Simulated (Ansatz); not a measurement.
Process, species as SMILES: O=C=[CH] → 2 C atom + H atom + O atom
B3LYP-D3(BJ)/def2-TZVP geometries, fixed; electronic energies without zero-point terms.
Largest species:
```
C
O 1 1.1710
C 1 1.2878 2 170.77
H 3 1.0711 1 137.10 2 -180.00
```
Charge 0, spin multiplicity 2.

Basis-set convergence of the atomisation energy at MP2 with Ansatz (a quantum-chemistry and plane-wave program). Cartesian d functions, on some or all atoms, in 6-31G*, 6-31G**; all else is spherical. Cores are frozen. Open shells are unrestricted. No added dispersion term, no relativity. Functions are those of the species that has most. Reference: Hartree-Fock in aug-cc-pVQZ plus the correlation part extrapolated as X^-3 from aug-cc-pVTZ and aug-cc-pVQZ, 433.87 kcal/mol, itself unsure by roughly 1.73 kcal/mol (a third of the extrapolation step and of the last Hartree-Fock step). Deviations are taken from unrounded values.

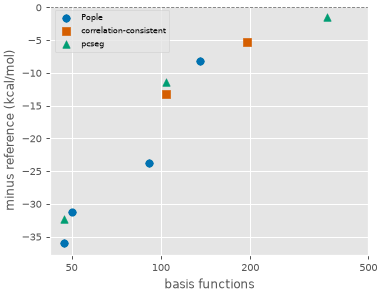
Deviation from the reference against the number of basis functions, by family of sets.

```csv
basis,functions,atomisation energy (kcal/mol),minus reference (kcal/mol)
6-31G*,47,397.86,-36.01
pcseg-1,47,401.58,-32.29
6-31G**,50,402.63,-31.25
"6-311++G(2d,2p)",91,410.05,-23.82
cc-pVTZ,104,420.62,-13.26
pcseg-2,104,422.56,-11.31
"6-311++G(3df,3pd)",135,425.62,-8.25
cc-pVQZ,195,428.62,-5.25
pcseg-4,364,432.43,-1.44
```
